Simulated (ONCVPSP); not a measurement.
Pseudopotential generation: W (part 2 of 2)

The same run, continued: tungsten (W, Z = 74), core [Kr] 4d10, reference valence 4f14 5s2 5p6 5d4 6s2, valence charge 28. (This line and the method describe the unaltered input from which the odd one was made.) Method: ONCV potential, PBE, fully relativistic, made with ONCVPSP 4.0.1.

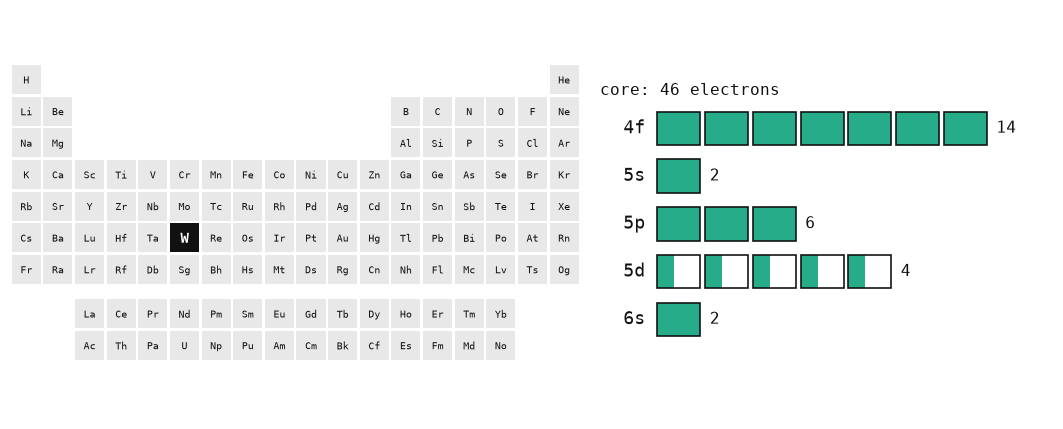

Left, the place of tungsten in the periodic table; right, the valence shells of the reference configuration: a box for each of the 2l + 1 orbitals, shaded by the share of the shell that is filled, with the electron count at the right. The shells are those of the unaltered input.

### Log (extracts), continued
```
       0                      -29.963495     77.41  WARNING - GHOST(-)
   1   0       -2.899145       -2.899100     77.41
   2   0       -0.210120       -0.180626     77.41

       1                       -9.134211    131.47  WARNING - GHOST(-)
   2   1       -1.486782       -1.485839    131.47

       2                       -4.928254      7.49  WARNING - GHOST(-)
       2                       -0.243645      7.49  WARNING - GHOST(-)
   3   2       -0.154393       -0.154246      7.49

   4   3       -1.180673       -1.167417   1000.82

 Testing for highly-localized positive-energy ghosts
       l    <radius>/rc     E Basis Diag.   E Cutoff

       2        0.666309        8.518204      7.49  WARNING - GHOST(+)

Ghost test for J = L - 1/2

 Testing for bound ghosts
   n   l    E NL Schr. Eq   E Basis Diag.   E Cutoff

       0                      -29.963495     77.41  WARNING - GHOST(-)
   1   0       -2.899145       -2.899100     77.41
   2   0       -0.210120       -0.180626     77.41

       1                       -6.275213    131.47  WARNING - GHOST(-)
   2   1       -1.847594       -1.847274    131.47

       2                       -5.772799      7.49  WARNING - GHOST(-)
   3   2       -0.181151       -0.180994      7.49

   4   3       -1.262240       -1.250403   1000.82

 Testing for highly-localized positive-energy ghosts
       l    <radius>/rc     E Basis Diag.   E Cutoff

       2        0.691397        8.526525      7.49  WARNING - GHOST(+)

Test configuration 0

   n   l kap    f        eae           eps        diff
   1   0  -1  2.0000-2550.40058595
   2   0  -1  2.0000 -439.88247701
   2   1  -2  4.0000 -370.88232281
   2   1   1  2.0000 -420.60005614
   3   0  -1  2.0000 -101.30038078
   3   1  -2  4.0000  -81.97274974
   3   1   1  2.0000  -92.72373448
   3   2  -3  6.0000  -65.21612375
   3   2   2  4.0000  -67.55372411
   4   0  -1  2.0000  -20.89733444
   4   1  -2  4.0000  -14.85066119
   4   1   1  2.0000  -17.34191142
   4   2  -3  6.0000   -8.55824513
   4   2   2  4.0000   -9.01718974
   4   3  -4  8.0000   -1.18052063   -1.18067254   -1.52E-04
   4   3   3  6.0000   -1.26274063   -1.26224006    5.01E-04
   5   0  -1  2.0000   -2.89914848   -2.89914546    3.02E-06
   5   1  -2  4.0000   -1.48675416   -1.48678174   -2.76E-05
   5   1   1  2.0000   -1.84759881   -1.84759447    4.35E-06
   5   2  -3  2.4000   -0.15439274   -0.15439270    4.36E-08
   5   2   2  1.6000   -0.18115084   -0.18115087   -2.61E-08
   6   0  -1  2.0000   -0.21012278   -0.21012009    2.70E-06

    Total energies and differences
      AE_ref= -1.61658737E+04  AE_tst= -1.61658737E+04  dif=  0.00E+00
      PS_ref= -3.58800573E+02  PS_tst= -3.58800573E+02  dif= -6.82E-13
      PSP excitation error=  6.82E-13

Test configuration 1

psatom_r: WARNING lschvkbb convergence error n,l,kap,iter=   3   2   2

(
ea(ii),et,emin,emax -3.818175E-01 -4.199993E-01 -4.199993E-01 -4.199993E-01

psatom_r: WARNING lschvkbb convergence error n,l,kap,iter=   4   3  -4

)
ea(ii),et,emin,emax -1.410005E+00 -1.269004E+00 -1.269004E+00 -1.269004E+00

psatom_r: WARNING lschvkbb convergence error n,l,kap,iter=   1   0  -1

)
ea(ii),et,emin,emax -3.126850E+00 -2.814165E+00 -2.814165E+00 -2.814165E+00

psatom_r: WARNING lschvkbb convergence error n,l,kap,iter=   2   1  -2

)
ea(ii),et,emin,emax -1.713396E+00 -1.542057E+00 -1.542057E+00 -1.542057E+00

psatom_r: WARNING lschvkbb convergence error n,l,kap,iter=   3   2  -3

)
ea(ii),et,emin,emax -3.591189E-01 -3.950308E-01 -3.950308E-01 -3.950308E-01

psatom_r: WARNING lschvkbb convergence error n,l,kap,iter=   2   0  -1

)
ea(ii),et,emin,emax -3.983287E-01 -3.584958E-01 -3.584958E-01 -3.584958E-01
run_config_r: WARNING for fully non-local PS atom,
 WARNING no output for configuration 2

Test configuration 2

psatom_r: WARNING lschvkbb convergence error n,l,kap,iter=   3   2   2


ea(ii),et,emin,emax -3.482414E-01 -3.830655E-01 -3.830655E-01 -3.830655E-01

psatom_r: WARNING lschvkbb convergence error n,l,kap,iter=   4   3  -4


ea(ii),et,emin,emax -1.379544E+00 -1.241590E+00 -1.241590E+00 -1.241590E+00

psatom_r: WARNING lschvkbb convergence error n,l,kap,iter=   1   0  -1


ea(ii),et,emin,emax -3.096470E+00 -2.786823E+00 -2.786823E+00 -2.786823E+00

psatom_r: WARNING lschvkbb convergence error n,l,kap,iter=   2   1  -2


ea(ii),et,emin,emax -1.683041E+00 -1.514737E+00 -1.514737E+00 -1.514737E+00

psatom_r: WARNING lschvkbb convergence error n,l,kap,iter=   3   2  -3


ea(ii),et,emin,emax -3.314161E-01 -3.645578E-01 -3.645578E-01 -3.645578E-01

psatom_r: WARNING lschvkbb convergence error n,l,kap,iter=   2   0  -1


ea(ii),et,emin,emax -3.725879E-01 -3.353291E-01 -3.353291E-01 -3.353291E-01
run_config_r: WARNING for fully non-local PS atom,
 WARNING no output for configuration 3

Test configuration 3

psatom_r: WARNING lschvkbb convergence error n,l,kap,iter=   3   2   2


ea(ii),et,emin,emax -4.795980E-01 -5.275578E-01 -5.275578E-01 -5.275578E-01

psatom_r: WARNING lschvkbb convergence error n,l,kap,iter=   4   3  -4


ea(ii),et,emin,emax -1.534536E+00 -1.381083E+00 -1.381083E+00 -1.381083E+00

psatom_r: WARNING lschvkbb convergence error n,l,kap,iter=   1   0  -1


ea(ii),et,emin,emax -3.252560E+00 -2.927304E+00 -2.927304E+00 -2.927304E+00

psatom_r: WARNING lschvkbb convergence error n,l,kap,iter=   2   1  -2


ea(ii),et,emin,emax -1.838957E+00 -1.655062E+00 -1.655062E+00 -1.655062E+00

psatom_r: WARNING lschvkbb convergence error n,l,kap,iter=   3   2  -3


ea(ii),et,emin,emax -4.681824E-01 -5.150007E-01 -5.150007E-01 -5.150007E-01

psatom_r: WARNING lschvkbb convergence error n,l,kap,iter=   2   0  -1


ea(ii),et,emin,emax -4.985728E-01 -4.487156E-01 -4.487156E-01 -4.487156E-01
run_config_r: WARNING for fully non-local PS atom,
 WARNING no output for configuration 4

Test configuration 4

psatom_r: WARNING lschvkbb convergence error n,l,kap,iter=   3   2  -3


ea(ii),et,emin,emax -1.673262E-01 -1.840588E-01 -1.840588E-01 -1.840588E-01

psatom_r: WARNING lschvkbb convergence error n,l,kap,iter=   4   3  -4


ea(ii),et,emin,emax -1.217705E+00 -1.095934E+00 -1.095934E+00 -1.095934E+00

psatom_r: WARNING lschvkbb convergence error n,l,kap,iter=   1   0  -1


ea(ii),et,emin,emax -2.935939E+00 -2.642345E+00 -2.642345E+00 -2.642345E+00

psatom_r: WARNING lschvkbb convergence error n,l,kap,iter=   2   1  -2


ea(ii),et,emin,emax -1.523125E+00 -1.370813E+00 -1.370813E+00 -1.370813E+00

psatom_r: WARNING lschvkbb convergence error n,l,kap,iter=   3   2  -3


ea(ii),et,emin,emax -1.673262E-01 -1.840588E-01 -1.840588E-01 -1.840588E-01

psatom_r: WARNING lschvkbb convergence error n,l,kap,iter=   2   0  -1


ea(ii),et,emin,emax -2.378325E-01 -2.140493E-01 -2.140493E-01 -2.140493E-01
run_config_r: WARNING for fully non-local PS atom,
 WARNING no output for configuration 5
```

### Input
```
# ATOM AND REFERENCE CONFIGURATION
# atsym  z   nc   nv     iexc    psfile
  W 74.00    9    5        4      upf
#
#   n    l    f
    1    0    2.00
    2    0    2.00
    2    1    6.00
    3    0    2.00
    3    1    6.00
    3    2   10.00
    4    0    2.00
    4    1    6.00
    4    2   10.00
    4    3   14.00
    5    0    2.00
    5    1    6.00
    5    2    4.00
    6    0    2.00
#
# PSEUDOPOTENTIAL AND OPTIMIZATION
# lmax
    3
#
#   l,   rc,      ep,       ncon, nbas, qcut
    0    1.85    0.00    4    8    8.10
    1    1.30    0.00    4    7    6.80
    2    5.90    0.00    4    7    7.00
    3    0.70    0.00    4    9   21.80
#
# LOCAL POTENTIAL
# lloc, lpopt,  rc(5),   dvloc0
    4    5    0.60    2.00
#
# VANDERBILT-KLEINMAN-BYLANDER PROJECTORs
# l, nproj, debl
    0    2    2.30
    1    2    2.00
    2    2    3.90
    3    2    1.10
#
# MODEL CORE CHARGE
# icmod, fcfact, rcfact
    3    3.25    1.20
#
# LOG DERIVATIVE ANALYSIS
# epsh1, epsh2, depsh
   -4.00    5.00    0.02
#
# OUTPUT GRID
# rlmax, drl
    6.00    0.01
#
# TEST CONFIGURATIONS
# ncnf
    4
# nvcnf
#   n    l    f
    5
    4    3   14.00
    5    0    2.00
    5    1    6.00
    5    2    4.00
    6    0    1.00
#
    5
    4    3   14.00
    5    0    2.00
    5    1    6.00
    5    2    4.00
    6    0    0.00
#
    5
    4    3   14.00
    5    0    2.00
    5    1    6.00
    5    2    3.00
    6    0    0.00
#
    5
    4    3   14.00
    5    0    2.00
    5    1    6.00
    5    2    2.00
    6    0    0.00
#
```

Run as:
```bash
oncvpspr.x < W.dat > W.out
```

### Outcome

```tsv
quantity	value
outcome	generated, with a ghost state
ghost flags of the generator	7 GHOST(-), 2 GHOST(+)
hardware	1 CPU thread, shared host
wall time	11 s
```

### What is odd here

The input is odd on purpose: rc of l = 2 set to 5.90 bohr. The program ran to the end. The all-electron atom is untouched: its total energy equals that from the unaltered input (−16165.8737 Ha). The pseudo-atom's total energy moves by +11 Ha, so the potential, or the configuration in which it is tested, is another one. The unaltered input has a GHOST(-) flag too. The potential has a bound ghost state, so it can't be used as it stands. Warnings of the program, in the generation or the tests: wellstate: negative energy specified for n= 5 l= 3.
